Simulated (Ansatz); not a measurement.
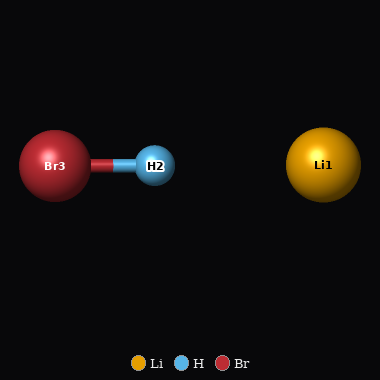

The system is Li + HBr, spin multiplicity 2; the picture shows the reference structure. Coordinates scanned: (1) distance Li1–H2; (2) distance H2–Br3. Nothing is relaxed (the angle Li1–H2–Br3 is fixed at 180 degrees). Grid: 17 × 17 points. Energies are in kcal/mol, from the lowest grid point. Theory: Ansatz, UKS PBE0-D4/def2-SVPD.

Its coordinates:

```json
{"atom": "Li", "x (Å)": "-2.4930", "y (Å)": "0.0000", "z (Å)": "0.0000"}
{"atom": "H", "x (Å)": "0.0000", "y (Å)": "0.0000", "z (Å)": "0.0000"}
{"atom": "Br", "x (Å)": "1.4720", "y (Å)": "0.0000", "z (Å)": "0.0000"}
```

Range: distance Li1–H2 from 1.272 to 2.872 Å; distance H2–Br3 from 1.208 to 2.808 Å.

**What will the energy surface look like?**

The lowest grid point is at distance Li1–H2 = 2.493 Å, distance H2–Br3 = 1.472 Å. The highest grid point, distance Li1–H2 = 1.272 Å, distance H2–Br3 = 1.208 Å, lies 59.1 kcal/mol above the lowest.

```csv
"distance H2–Br3 ↓, distance Li1–H2 →",1.316,1.454,1.625,1.818,2.029,2.255,2.493,2.743
2.808,33.4,26.5,24.1,25.9,30.2,36.1,42.9,49.8
2.553,28.8,21.9,19.4,21.0,25.1,30.8,37.4,44.0
2.309,24.1,17.0,14.3,15.7,19.3,24.5,30.7,36.7
2.076,20.4,13.0,9.7,10.4,13.3,17.5,22.6,27.6
1.858,19.3,11.1,6.8,6.1,7.4,10.2,13.7,17.1
1.655,22.2,12.6,6.4,3.6,2.7,3.2,4.6,6.3
1.472,27.6,17.1,9.4,4.8,1.9,0.2,0.0,0.2
1.315,37.8,27.8,19.9,14.5,10.8,7.9,6.7,6.1
1.208,55.2,45.8,38.4,33.1,29.3,25.9,24.3,23.4
```

The table holds every second grid line.

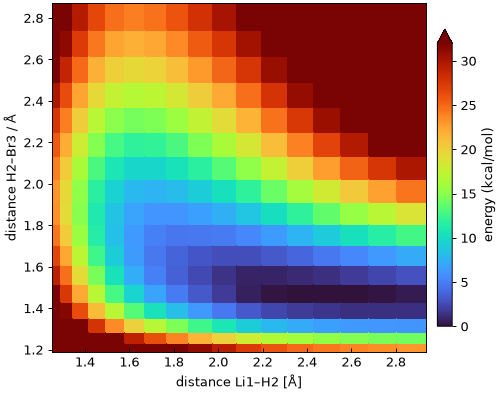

The picture shows one coloured cell a grid point, one colour for all values above the top of the scale.

Each point was launched as `ansatz run input.yaml --threads 1 --pin off --max-ram 2560MiB --backend cpu --events-out ev --progress --plain --runs-dir out`. Time for the 289 points that were run: 13 min on 1 thread of Arm Neoverse V2, with other jobs on the host.
